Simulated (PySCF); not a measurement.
# SiO (SMILES O=[Si]): PBE0/STO-6G

What is the vertical singlet–triplet gap of SiO at PBE0/STO-6G? Input form: a Python script.

The results are computed with PySCF 2.14.0.

24 further runs of the same task are left out: 13 that didn't finish, 11 set aside as unsound or not needed.

**1. The molecule**

SiO: 2 atoms, total charge 0, spin state singlet. As SMILES, `O=[Si]`. The coordinates come from a PBE0-D4/def2-TZVP relaxation.

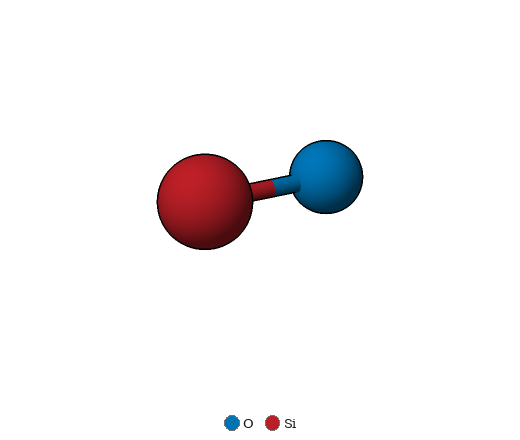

The structure, seen from a chosen angle (oxygen blue, silicon red).

**2. The energy at PBE0/STO-6G**

The input, input.xyz:

```xyz
2

O     -0.640700     0.231500    -0.324000
Si     0.640700    -0.231500     0.324000
```

The input, job.py:

```python
from pyscf import gto, dft

system = gto.M(
    atom='input.xyz',
    basis='sto-6g',
    verbose=4,
    max_memory=1860,
    spin=0,
)

mf = dft.RKS(system)
mf.xc = 'pbe0'
mf.conv_tol = 1e-10
mf.grids.level = 5
mf.kernel()
if not mf.converged:
    mf = mf.newton().run(mf.mo_coeff, mf.mo_occ)

e_tot = mf.e_tot
print(f'total energy: {e_tot:.8f} hartree')
```

Started as:

```
$ OMP_NUM_THREADS=1 python job.py
```

The log of the run:

```text
PySCF version 2.14.0

[INPUT] num. atoms = 2
[INPUT] num. electrons = 22
[INPUT] charge = 0
[INPUT] spin (= nelec alpha-beta = 2S) = 0
[INPUT] symmetry False subgroup None
[INPUT] Mole.unit = angstrom
[INPUT] Symbol           X                Y                Z      unit          X                Y                Z       unit  Magmom
[INPUT]  1 O     -0.640700000000   0.231500000000  -0.324000000000 AA   -1.210747528009   0.437471597837  -0.612271264359 Bohr   0.0
[INPUT]  2 Si     0.640700000000  -0.231500000000   0.324000000000 AA    1.210747528009  -0.437471597837   0.612271264359 Bohr   0.0

nuclear repulsion = 39.2833323697854
number of shells = 8
number of NR pGTOs = 84
number of NR cGTOs = 14
basis = sto-6g
ecp = {}

******** <class 'pyscf.dft.rks.RKS'> ********
method = RKS
initial guess = minao
damping factor = 0
level_shift factor = 0
DIIS = <class 'pyscf.scf.diis.CDIIS'>
diis_start_cycle = 1
diis_space = 8
diis_damp = 0
SCF conv_tol = 1e-10
SCF conv_tol_grad = None
SCF max_cycles = 50
direct_scf = True
direct_scf_tol = 1e-13
XC library pyscf.dft.libxc version 7.0.0
    S. Lehtola, C. Steigemann, M. J.T. Oliveira, and M. A.L. Marques.,  SoftwareX 7, 1–5 (2018)
XC functionals = pbe0
radial grids:
    Treutler-Ahlrichs [JCP 102, 346 (1995); DOI:10.1063/1.469408] (M4) radial grids

becke partition: Becke, JCP 88, 2547 (1988); DOI:10.1063/1.454033
pruning grids: <function nwchem_prune>
grids dens level: 5
symmetrized grids: False
atomic radii adjust function: <function treutler_atomic_radii_adjust>
small_rho_cutoff = 0
Set gradient conv threshold to 1e-05
Initial guess from minao.
tot grids = 86536
init E= -363.000954819989
  HOMO = -0.282616834284044  LUMO = 0.00578700802515619  gap/eV = 7.84787
cycle= 1 E= -362.797638222528  delta_E= 0.203  |g|= 0.784  |ddm|= 2.01
  HOMO = 0.102863875773361  LUMO = 0.346175130535851  gap/eV = 6.62084
cycle= 2 E= -359.892955980135  delta_E=  2.9  |g|= 2.68  |ddm|=  4.1
  HOMO = -0.154518293244243  LUMO = 0.130422571057318  gap/eV = 7.75364
cycle= 3 E= -363.103787024306  delta_E= -3.21  |g|= 0.0117  |ddm|= 3.25
  HOMO = -0.165917574719257  LUMO = 0.131411906066944  gap/eV = 8.09075
cycle= 4 E= -363.103851332114  delta_E= -6.43e-05  |g|= 0.00684  |ddm|= 0.032
  HOMO = -0.165581861253583  LUMO = 0.131226692108575  gap/eV = 8.07657
cycle= 5 E= -363.103855503655  delta_E= -4.17e-06  |g|= 0.00573  |ddm|= 0.00353
  HOMO = -0.165615507233803  LUMO = 0.13122192946418  gap/eV = 8.07736
cycle= 6 E= -363.103857762721  delta_E= -2.26e-06  |g|= 0.00502  |ddm|= 0.000761
  HOMO = -0.165866591731761  LUMO = 0.131151052957896  gap/eV = 8.08226
cycle= 7 E= -363.103865313071  delta_E= -7.55e-06  |g|= 0.000336  |ddm|= 0.00565
  HOMO = -0.165848848352565  LUMO = 0.131156612941139  gap/eV = 8.08193
cycle= 8 E= -363.103865346542  delta_E= -3.35e-08  |g|= 3.2e-05  |ddm|= 0.000322
  HOMO = -0.165847713591185  LUMO = 0.131157073422367  gap/eV = 8.08191
cycle= 9 E= -363.10386534685  delta_E= -3.08e-10  |g|= 8.33e-07  |ddm|= 3.31e-05
  HOMO = -0.165847661794327  LUMO = 0.131157086667246  gap/eV = 8.08191
cycle= 10 E= -363.103865346851  delta_E= -3.41e-13  |g|= 2.36e-07  |ddm|= 1.13e-06
  HOMO = -0.165847704219281  LUMO = 0.131157072721183  gap/eV = 8.08191
Extra cycle  E= -363.103865346851  delta_E= -5.68e-14  |g|= 7.37e-07  |ddm|= 1.03e-06
converged SCF energy = -363.103865346851
total energy: -363.10386535 hartree
```

It took 1.7 s on 1 thread of Intel Xeon Platinum 8488C (Sapphire Rapids), shared host; peak memory 0.16 GiB.

**3. The triplet, same level**

The input, job.py:

```python
from pyscf import gto, dft

mol = gto.M(
    atom='''
O       -0.640700       0.231500      -0.324000
Si       0.640700      -0.231500       0.324000
''',
    max_memory=1860,
    spin=2,
    basis='sto-6g',
    verbose=4,
)

ks = dft.UKS(mol)
ks.xc = 'pbe0'
ks.conv_tol = 1e-10
ks.grids.level = 5
ks.kernel()
if not ks.converged:
    ks = ks.newton().run(ks.mo_coeff, ks.mo_occ)

e_final = ks.e_tot
print(f'total energy: {e_final:.8f} hartree')
```

Started as:

```
$ OMP_NUM_THREADS=1 python job.py
```

The log of the run:

```text
PySCF version 2.14.0

[INPUT] num. atoms = 2
[INPUT] num. electrons = 22
[INPUT] charge = 0
[INPUT] spin (= nelec alpha-beta = 2S) = 2
[INPUT] symmetry False subgroup None
[INPUT] Mole.unit = angstrom
[INPUT] Symbol           X                Y                Z      unit          X                Y                Z       unit  Magmom
[INPUT]  1 O     -0.640700000000   0.231500000000  -0.324000000000 AA   -1.210747528009   0.437471597837  -0.612271264359 Bohr   0.0
[INPUT]  2 Si     0.640700000000  -0.231500000000   0.324000000000 AA    1.210747528009  -0.437471597837   0.612271264359 Bohr   0.0

nuclear repulsion = 39.2833323697854
number of shells = 8
number of NR pGTOs = 84
number of NR cGTOs = 14
basis = sto-6g
ecp = {}

******** <class 'pyscf.dft.uks.UKS'> ********
method = UKS
initial guess = minao
damping factor = 0
level_shift factor = 0
DIIS = <class 'pyscf.scf.diis.CDIIS'>
diis_start_cycle = 1
diis_space = 8
diis_damp = 0
SCF conv_tol = 1e-10
SCF conv_tol_grad = None
SCF max_cycles = 50
direct_scf = True
direct_scf_tol = 1e-13
number electrons alpha = 12  beta = 10
XC library pyscf.dft.libxc version 7.0.0
    S. Lehtola, C. Steigemann, M. J.T. Oliveira, and M. A.L. Marques.,  SoftwareX 7, 1–5 (2018)
XC functionals = pbe0
radial grids:
    Treutler-Ahlrichs [JCP 102, 346 (1995); DOI:10.1063/1.469408] (M4) radial grids

becke partition: Becke, JCP 88, 2547 (1988); DOI:10.1063/1.454033
pruning grids: <function nwchem_prune>
grids dens level: 5
symmetrized grids: False
atomic radii adjust function: <function treutler_atomic_radii_adjust>
small_rho_cutoff = 0
Set gradient conv threshold to 1e-05
tot grids = 86536
init E= -363.000954819989

[... the frontier-level lines of each cycle are left out ...]



cycle= 1 E= -362.642649631712  delta_E= 0.358  |g|= 0.51  |ddm|= 1.87


cycle= 2 E= -360.408990969336  delta_E= 2.23  |g|= 1.63  |ddm|= 2.72


cycle= 3 E= -362.911643296861  delta_E= -2.5  |g|= 0.117  |ddm|= 2.05


cycle= 4 E= -362.915280043981  delta_E= -0.00364  |g|= 0.0953  |ddm|= 0.104


cycle= 5 E= -362.920118706068  delta_E= -0.00484  |g|= 0.047  |ddm|= 0.0725


cycle= 6 E= -362.921698096928  delta_E= -0.00158  |g|= 0.00527  |ddm|= 0.0708


cycle= 7 E= -362.921727608156  delta_E= -2.95e-05  |g|= 0.000483  |ddm|= 0.0134


cycle= 8 E= -362.921728859959  delta_E= -1.25e-06  |g|= 0.000268  |ddm|= 0.00383


cycle= 9 E= -362.921729028447  delta_E= -1.68e-07  |g|= 5.53e-05  |ddm|= 0.00119


cycle= 10 E= -362.92172904921  delta_E= -2.08e-08  |g|= 4.7e-05  |ddm|= 0.000651


cycle= 11 E= -362.921729051053  delta_E= -1.84e-09  |g|= 2.96e-06  |ddm|= 9.91e-05


cycle= 12 E= -362.92172905106  delta_E= -6.59e-12  |g|= 1.31e-07  |ddm|= 5.16e-06


Extra cycle  E= -362.92172905106  delta_E=    0  |g|= 2.99e-07  |ddm|= 6.43e-07
converged SCF energy = -362.92172905106  <S^2> = 2.0039251  2S+1 = 3.0026156
total energy: -362.92172905 hartree
```

Wall time 2.4 s (1 thread of Intel Xeon Platinum 8488C (Sapphire Rapids), shared host); peak memory 0.17 GiB.

**4. Summary of results**

Level: PBE0/STO-6G.

| quantity | value |
| --- | --- |
| singlet: total energy | -363.10387 Eh |
| singlet: dipole moment | 1.39 D |
| singlet: HOMO energy | -4.51 eV |
| singlet: LUMO energy | 3.57 eV |
| singlet: HOMO–LUMO gap | 8.08 eV |
| triplet: total energy | -362.92173 Eh |
| triplet: dipole moment | 1.61 D |
| triplet: HOMO energy (highest over α and β) | 0.59 eV |
| triplet: ⟨S²⟩ | 2.004 |
| vertical energy of the triplet above the singlet | 4.956 eV |

What this shows: At this shape the triplet lies 4.96 eV (478 kJ/mol) above the singlet. In a minimal basis such a difference can be off by several eV, whatever the method.
